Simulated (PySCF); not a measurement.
Si(H)2(Me)(NEt2), SMILES C(N([SiH2]C)CC)C (C5H15NSi) at its GFN2-xTB optimised geometry (Å):

```
22

Si    -0.1019     0.5457     0.0000
C     -0.6653    -0.3551     1.5679
N     -0.8405    -0.1794    -1.3743
C     -0.8541     0.5412    -2.6282
C      0.5211     0.7746    -3.2524
C     -1.0988    -1.5983    -1.4517
C      0.0797    -2.4408    -1.9426
H     -0.5681     1.9382     0.0000
H      1.3779     0.5457     0.0000
H     -0.3598     0.2121     2.4407
H     -1.7444    -0.4642     1.6089
H     -0.2238    -1.3427     1.6551
H     -1.4875    -0.0032    -3.3356
H     -1.3150     1.5181    -2.4485
H      1.1324     1.3742    -2.5839
H      1.0338    -0.1648    -3.4366
H      0.4123     1.3030    -4.1970
H     -1.3779    -1.9382    -0.4530
H     -1.9590    -1.7635    -2.1126
H      0.3005    -2.2343    -2.9866
H      0.9629    -2.2221    -1.3471
H     -0.1566    -3.4983    -1.8469
```

Method: PBE0/def2-SVP (PySCF).

Map of the log10 of the electron density (e/bohr³), floored at −4 on the plane z = 0.6 Å:

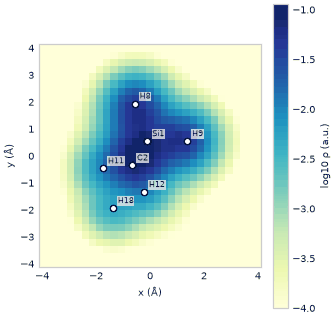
Figure. Log10 of the electron density (e/bohr³), floored at −4 on the plane z = 0.6 Å.
